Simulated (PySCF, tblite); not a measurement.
Coordinates of C₆H₂F₄ (1,2,4,5-tetrafluorobenzene), SMILES Fc1cc(F)c(F)cc1F (Å):

```xyz
12

F      1.1423     2.4666     0.0505
C      0.5818     1.2532     0.0247
C     -0.7978     1.1445     0.0163
C     -1.3774    -0.1117    -0.0110
F     -2.7100    -0.2171    -0.0175
C     -0.5816    -1.2533    -0.0309
F     -1.1425    -2.4665    -0.0593
C      0.7980    -1.1448    -0.0208
C      1.3776     0.1115     0.0074
F      2.7102     0.2171     0.0183
H     -1.4136     2.0289     0.0309
H      1.4142    -2.0290    -0.0345
```

GIAO shifts, PBE0/pcSseg-1, PySCF, at a GFN2-xTB geometry (a minimum by its frequencies), against CFCl₃ for ¹⁹F and TMS for ¹³C computed at the same level (¹⁹F: this reference is a hard case for the method, so all values can be off together by tens of ppm, and differences between signals are safer). Gas phase, fully decoupled, line heights follow the number of nuclei, widths are arbitrary (no quadrupolar broadening); values of one conformer, averaged over methyl-type rotors and exact or near symmetry.

Which ¹⁹F signals does it give?

1 signal.


| δ (ppm) | nuclei | atoms |
| --- | --- | --- |
| −145.9 | 4 | F1, F5, F7, F10 |

Which ¹³C signals does it give?

2 signals.


```csv
δ (ppm),nuclei,atoms
155.7,4,"C2, C4, C6, C9"
114.3,2,"C3, C8"
```

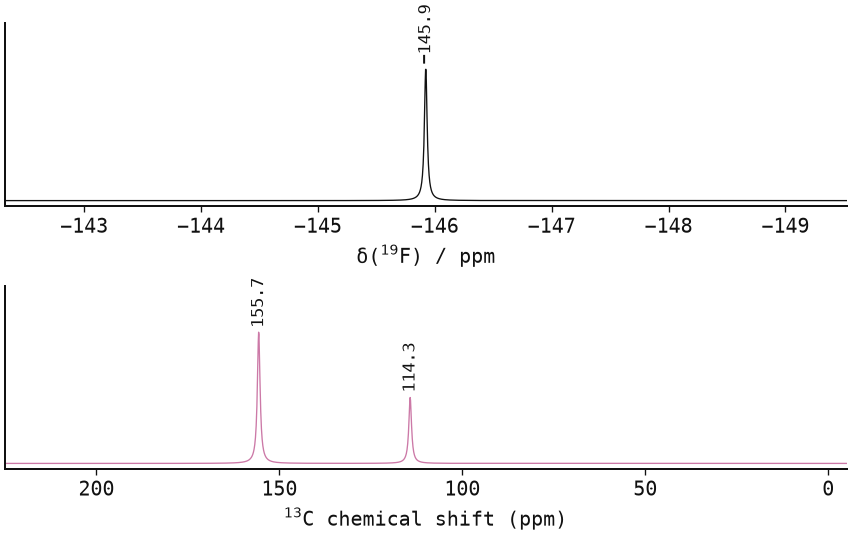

Known limits of this run: the tight-binding geometry is rougher than a DFT one and adds to the error.
